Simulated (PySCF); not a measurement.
System: C7H12Si.

The calculation's input:

```
{"job": {"kind": "uv", "xc": "wB97X-D", "basis": "def2-SVPD", "dynamic": true, "nstates": 6, "ntriplets": 0}, "charge": 0, "multiplicity": 1}
Si     2.400010    -0.220771     0.950759
C      1.062764     1.045651     0.540965
C      0.223661     0.703320    -0.697301
C     -0.890723     1.688454    -0.974054
C     -2.073100     1.086859    -1.153938
C     -1.967253    -0.385620    -0.962076
C     -1.568558    -0.814473     0.428171
C     -0.515829    -0.632569    -0.623732
H      3.264199    -0.463119    -0.248333
H      1.804575    -1.527341     1.367487
H      3.264490     0.279122     2.064671
H      0.408364     1.152137     1.423408
H      1.551253     2.026271     0.406400
H      0.905650     0.680430    -1.569200
H     -0.722458     2.768350    -0.994151
H     -3.013902     1.596704    -1.374770
H     -2.549025    -1.069922    -1.585803
H     -1.660615    -0.074737     1.229134
H     -1.790973    -1.842004     0.727901
H     -0.007334    -1.527999    -0.989647
```

Run with:

```sh
OMP_NUM_THREADS=1 python probes_run.py task.json out
```

Geometry: PBE0-D3(BJ)/def2-SVP.

Theory: wB97X-D/def2-SVPD, SCF density, gas phase in PySCF 2.14.0.

Question: What can the converged electron density and electron localisation function tell about the bonding?

Answer: C–C (1.34 Å): ρ is about 2.3 e/Å³ halfway; the ELF peaks at about 0.95 between the atoms (a short, multiple covalent bond).
C–H (1.09 Å): the density is about 1.9 e/Å³ at the midpoint; the ELF climbs to about 1 towards the hydrogen, as it does in any bond to H; a covalent bond by its length.
C–C (1.49 Å): ρ is about 1.8 e/Å³ halfway; the ELF peaks at about 0.95 between the atoms (a shared electron pair).
C–C (1.51 Å): ρ is about 1.7 e/Å³ halfway; the ELF peaks at about 0.95 between the atoms, as expected for a shared electron pair.

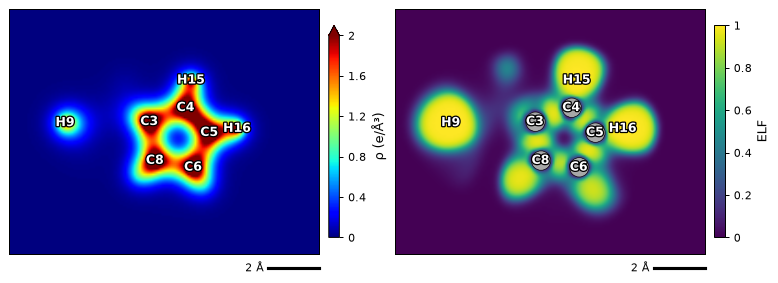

Computed electron density and electron localisation function on the plane of atoms C6, C5 and H16, in this order. Grey discs cover the atomic cores in the ELF map. 
